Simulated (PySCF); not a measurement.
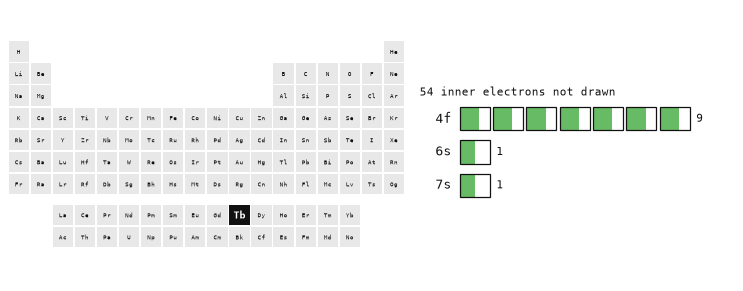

**Figure 1.** Left, the place of terbium in the periodic table; right, the outer shells of the nominal configuration: a box for each of the 2l + 1 orbitals, shaded by the share of the shell that is filled, with the electron count at the right.

Run report: Tb, atomic calculation

System: Tb, configuration 1s2 2s2 2p6 3s2 3p6 3d10 4s2 4p6 4d10 4f9 5s2 5p6 6s1 7s1, multiplicity 8.
Method: unrestricted PBE, ANO-RCC-VTZP, spin-free X2C-1e, Gaussian nucleus (PySCF).

## Summary

- outcome: converged; a filled orbital lies above zero
- total energy: −11707.7442 hartree
- ⟨S²⟩: 15.753
- ⟨L²⟩: 24.02
- SCF iterations: 8
- hardware: 1 CPU thread, shared host
- CPU time: 6.8 s (integrals apart)

## Notes

The highest filled orbital (7s, 0.168 eV) lies above zero. Either the basis lacks functions of the right size for that shell or the functional's self-interaction leaves it unbound, so its level and radius depend on the basis and aren't properties of the atom. The driver held the occupations shell by shell, and empty d and p levels lie below the filled 7s. The script shown fixes the counts by irreducible representation only, so by itself it can fall to another configuration. This is not the ground configuration of the species. ⟨L²⟩ departs from that of the intended term, so the determinant mixes terms.

## Input
```python
from pyscf import gto, scf, dft, mp, cc
import basis_set_exchange as bse
mol = gto.M(atom="Tb 0 0 0", charge=0, spin=7, symmetry="D2h",
            basis=gto.basis.parse(bse.get_basis("ANO-RCC-VTZP", elements=["Tb"], fmt="nwchem")),
            nucmod="G")
mf = dft.UKS(mol, xc="PBE").sfx2c1e()
mf.irrep_nelec = {'Ag': (11, 9), 'B1g': (2, 2), 'B2g': (2, 2), 'B3g': (2, 2), 'Au': (1, 0), 'B1u': (6, 4), 'B2u': (6, 6), 'B3u': (6, 4)}
mf.kernel()
```

The script is an equivalent of what the driver set up; the driver started from orbitals of its own, so the log can be shorter than this script's would be, and it computed the properties (radii, ⟨L²⟩, response) afterwards. It held the occupations shell by shell, which the script's counts by irreducible representation don't always enforce.

## Log (extracts)
```
damping factor = 0
level_shift factor = 0
DIIS = <class 'pyscf.scf.diis.CDIIS'>
diis_start_cycle = 1
diis_space = 10
diis_damp = 0
SCF conv_tol = 1e-09
SCF conv_tol_grad = None
number electrons alpha = 36  beta = 29
XC functionals = PBE
    J. P. Perdew, K. Burke, and M. Ernzerhof.,  Phys. Rev. Lett. 77, 3865 (1996)
    J. P. Perdew, K. Burke, and M. Ernzerhof.,  Phys. Rev. Lett. 78, 1396 (1997)
    J. P. Perdew, K. Burke, and M. Ernzerhof.,  Phys. Rev. Lett. 77, 3865 (1996)
    J. P. Perdew, K. Burke, and M. Ernzerhof.,  Phys. Rev. Lett. 78, 1396 (1997)
cycle= 1 E= -11707.6804652414  delta_E= 0.0175  |g|= 0.711  |ddm|= 0.474
cycle= 2 E= -11707.4354423422  delta_E= 0.245  |g|= 1.66  |ddm|= 0.598
cycle= 3 E= -11707.742730388  delta_E= -0.307  |g|= 0.0917  |ddm|= 0.337
cycle= 4 E= -11707.7441288151  delta_E= -0.0014  |g|= 0.0122  |ddm|= 0.0358
cycle= 5 E= -11707.7441549708  delta_E= -2.62e-05  |g|= 0.000905  |ddm|= 0.006
cycle= 6 E= -11707.7441551768  delta_E= -2.06e-07  |g|= 0.000157  |ddm|= 0.00128
cycle= 7 E= -11707.7441551864  delta_E= -9.56e-09  |g|= 1.27e-05  |ddm|= 0.000364
cycle= 8 E= -11707.7441551866  delta_E= -2.38e-10  |g|= 2.41e-06  |ddm|= 6.73e-05
converged SCF energy = -11707.7441551866  <S^2> = 15.752805  2S+1 = 8.0007011
```

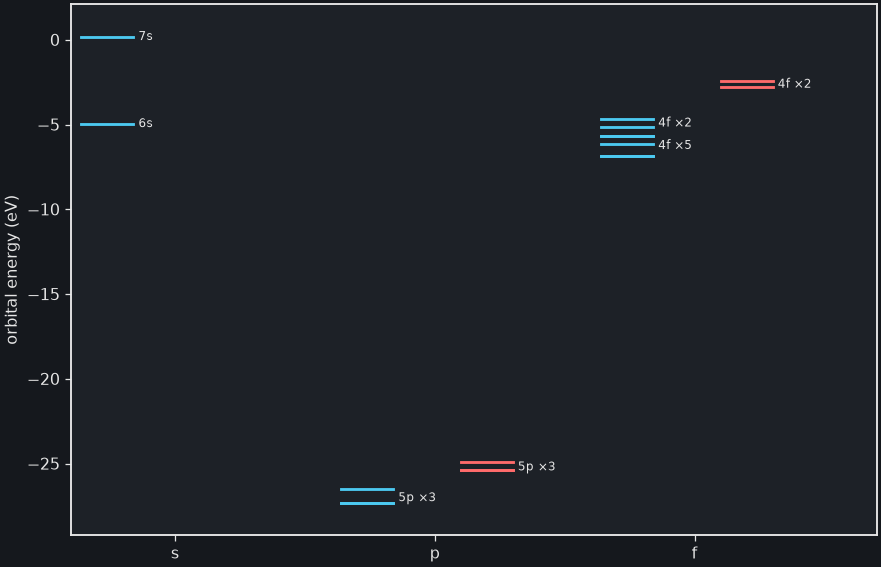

**Figure 2.** Orbital energies of the mean field, from the top down to −27.3 eV, by angular momentum, α spin at the left of each column and β at the right; ×n counts the orbitals under one label. Empty levels that the record names by l alone aren't drawn. The highest filled orbital is 7s α at 0.168 eV, the lowest empty one s β at −3.74 eV. A filled level above zero isn't a property of the atom (see the remarks).
